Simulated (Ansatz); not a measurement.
# TiSeS monolayer, Janus: from the cell to its phonons, part 2 of 2

Wanted: vibrations and spectra of TiSeS monolayer, Janus; the cell is already relaxed. After the zone centre comes a 6×6×1 q mesh on a 18×18×1 k mesh.

Ansatz 0.2.0; DFT PBEsol, scalar-relativistic, plane waves, PAW.

So far. Step 2 (Linear response at the zone centre): Before it was imposed, the acoustic sum rule was missed by 3.3e-5 eV/Å². Small misses are needed for a sound result but don't prove that mesh and cutoff are converged. The lowest optical mode is real, 122 cm⁻¹.

**3. Phonons on a q mesh (continued)**

The partial phonon density of states has structure finer than the step of the table below, so its rows give means over 25 cm⁻¹, whole bins alone (the curve runs from -88.6 to 392 cm⁻¹). Peaks (cm⁻¹: height): S 207.6: 0.0151, 228.7: 0.0515, 304.3: 0.0575, 349.6: 0.0258; Se 95.8: 0.0223, 135.0: 0.0272, 162.2: 0.0451, 207.6: 0.0242, 231.7: 0.0167; Ti 95.8: 0.0201, 138.1: 0.0149, 207.6: 0.0256, 228.7: 0.0189, 304.3: 0.0173, 352.6: 0.0368.

Phonopy on the run's constants, 19x19x1 mesh, Gaussian sigma 3.4 cm-1. Interpolated from a 6×6×1 q mesh. The partial phonon density of states by wavenumber; means over each step; values in 1/cm⁻¹/cell:

```tsv
wavenumber (cm⁻¹)	S	Se	Ti
-75	1.3e-5	1.9e-4	4.5e-4
-50	4.6e-6	1.5e-4	3.3e-4
-25	2.7e-6	5.5e-5	1.2e-4
0	4.3e-4	0.00109	6.7e-4
25	0.00119	0.00334	0.00227
50	0.00178	0.00557	0.00410
75	0.00264	0.00982	0.00762
100	0.00292	0.0143	0.0113
125	0.00190	0.0207	0.0101
150	0.00188	0.0259	0.00945
175	0.00282	0.0110	0.00597
200	0.00852	0.0122	0.0139
225	0.0288	0.0101	0.0113
250	0.0147	0.00408	0.00465
275	0.00639	4.6e-4	0.00338
300	0.0274	4.6e-4	0.0104
325	0.00270	4.6e-5	0.00210
350	0.0145	4.2e-4	0.0203
375	0.00128	6.5e-5	0.00155
```

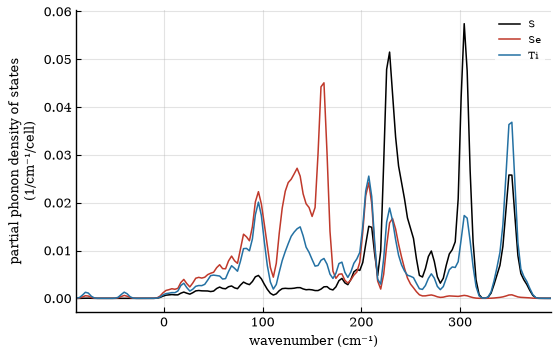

Partial phonon density of states, plotted against wavenumber.

Symmetry leaves 7 wavevectors to solve. The lowest mode among them, the acoustic zeros apart, lies at q = (0, -0.5, 0) and is imaginary, 82.6i cm⁻¹, so the energy falls along it.

**4. Another isotope, element S, natural mass 32.06 amu**

An isotope changes the mass and not the force constants, so no new electronic calculation is needed; the shifts show which modes move this element.

The same force constants with the mass of S changed from 32.060 to 33.968 u (phonopy, no LO-TO term). Both lists are sorted by frequency; levels can cross, so a row need not hold one and the same mode. Modes under 3 cm⁻¹ are left out. Isotope shifts, by row:

```tsv
q	rank	natural mass (cm⁻¹)	changed mass (cm⁻¹)
0 0 0	4	121.7	121.6
0 0 0	5	121.7	121.6
0 0 0	6	227.9	222.9
0 0 0	7	227.9	222.9
0 0 0	8	245.5	242.8
0 0 0	9	370.8	366.4
0 0.1667 0	1	25	24.85
0 0.1667 0	2	59.28	58.99
0 0.1667 0	3	93.52	93.09
0 0.1667 0	4	134.5	134.3
0 0.1667 0	5	173.8	172.4
0 0.1667 0	6	238.7	233.4
0 0.1667 0	7	239.4	236.7
0 0.1667 0	8	285.2	280.9
0 0.1667 0	9	359.2	354.5
0 0.3333 0	1	75.4	75.06
0 0.3333 0	2	91.42	91.4
0 0.3333 0	3	116.4	116.1
0 0.3333 0	4	152.2	152
0 0.3333 0	5	209.3	207.3
0 0.3333 0	6	230.8	225
0 0.3333 0	7	233.4	231.3
0 0.3333 0	8	301.8	295.4
0 0.3333 0	9	352.6	348.7
0 -0.5 0	1	-82.56	-82.51
0 -0.5 0	2	101.8	101.5
0 -0.5 0	3	129.7	129.6
0 -0.5 0	4	163.7	163.6
0 -0.5 0	5	204.5	204
0 -0.5 0	6	222.6	216.7
0 -0.5 0	7	229	224.9
0 -0.5 0	8	306.6	298.8
0 -0.5 0	9	354.9	352.1
```

A mode of this element alone would shift by -2.85 %. The highest zone-centre frequency without the field goes from 370.8 to 366.4 cm⁻¹ (-1.2 %). The product of the frequency ratios over all optical modes at Γ is 0.934; the product rule, (m/m′)^(3k/2) (M′/M)^(3/2) with k = 1 such atoms and M the mass of the cell, gives 0.934.

**5. Isotope substitution, element Se, natural mass 78.971 amu**

The same for Se, from 78.97 to 81.92 u.

A mode of this element alone would shift by -1.81 %. The highest zone-centre frequency without the field goes from 370.8 to 370.6 cm⁻¹ (-0.0 %). The product of the frequency ratios over all optical modes at Γ is 0.973; the product rule, (m/m′)^(3k/2) (M′/M)^(3/2) with k = 1 such atoms and M the mass of the cell, gives 0.973.

**6. Another isotope, element Ti, natural mass 47.867 amu**

The same for Ti, from 47.87 to 49.94 u.

The same force constants with the mass of Ti changed from 47.867 to 49.945 u (phonopy, no LO-TO term). Both lists are sorted by frequency; levels can cross, so a row need not hold one and the same mode. Modes under 3 cm⁻¹ are left out. Isotope shifts, by row:

```tsv
q	rank	natural mass (cm⁻¹)	changed mass (cm⁻¹)
0 0 0	4	121.7	120.3
0 0 0	5	121.7	120.3
0 0 0	6	227.9	227.1
0 0 0	7	227.9	227.1
0 0 0	8	245.5	244.7
0 0 0	9	370.8	366.5
0 0.1667 0	1	25	24.83
0 0.1667 0	2	59.28	58.84
0 0.1667 0	3	93.52	92.96
0 0.1667 0	4	134.5	133.2
0 0.1667 0	5	173.8	172.5
0 0.1667 0	6	238.7	237.8
0 0.1667 0	7	239.4	238.6
0 0.1667 0	8	285.2	282.6
0 0.1667 0	9	359.2	355.4
0 0.3333 0	1	75.4	74.83
0 0.3333 0	2	91.42	90.32
0 0.3333 0	3	116.4	115.5
0 0.3333 0	4	152.2	151.8
0 0.3333 0	5	209.3	207.6
0 0.3333 0	6	230.8	230.5
0 0.3333 0	7	233.4	231.9
0 0.3333 0	8	301.8	300.4
0 0.3333 0	9	352.6	348.4
0 -0.5 0	1	-82.56	-81.36
0 -0.5 0	2	101.8	100.9
0 -0.5 0	3	129.7	128.8
0 -0.5 0	4	163.7	163.3
0 -0.5 0	5	204.5	202.6
0 -0.5 0	6	222.6	222.6
0 -0.5 0	7	229	227.9
0 -0.5 0	8	306.6	306.1
0 -0.5 0	9	354.9	349.8
```

A mode of this element alone would shift by -2.10 %. The highest zone-centre frequency without the field goes from 370.8 to 366.5 cm⁻¹ (-1.1 %). The product of the frequency ratios over all optical modes at Γ is 0.957; the product rule, (m/m′)^(3k/2) (M′/M)^(3/2) with k = 1 such atoms and M the mass of the cell, gives 0.957.

**7. Summary of results**

```json
{"space group (within 0.01 Å)": "P3m1", "area per atom": "3.36 Å²", "electronic character": "no gap on this mesh", "highest optical mode at the zone centre (no LO-TO term)": "371 cm⁻¹", "lowest optical zone-centre mode": "122 cm⁻¹", "lowest mode on the q mesh (acoustic modes at Γ apart)": "-82.6 cm⁻¹", "highest frequency on the path or at a solved wavevector": "371 cm⁻¹", "imaginary modes on the 6×6×1 q mesh": "yes"}
```

In words: Modes are clearly imaginary (beyond 10i cm⁻¹) at 1 of the 7 irreducible wavevectors, most at q = (0, -0.5, 0) (82.6i cm⁻¹), so this structure is not a minimum of the energy. The optical modes at Γ span 122 to 371 cm⁻¹. With no gap, or one that is small against the smearing, the frequencies hang on the k mesh and the smearing, most of all near Kohn anomalies. In a sheet or slab the interpolated bending branch near Γ is rough, since the rotational sum rule isn't imposed. A semilocal functional can close a gap that the real compound would have, so the metallic treatment may be an artefact of the level. A phonon run warned that its eigensolver left some bands unconverged in a pass. The starting cell was built on a prototype and not taken from a measurement. These are harmonic frequencies at zero temperature: anharmonic shifts, linewidths and thermal expansion are left out.

[Logs are printed without paths, hosts, clocks, repeated set-up lines and the standing remarks that a program may print on its own settings, such as how far it seeks lower states.]

[Hosts, paths, dates, database ids (printed as entryN), source tags and the programs' standing remarks are cut or masked in the printed files.]
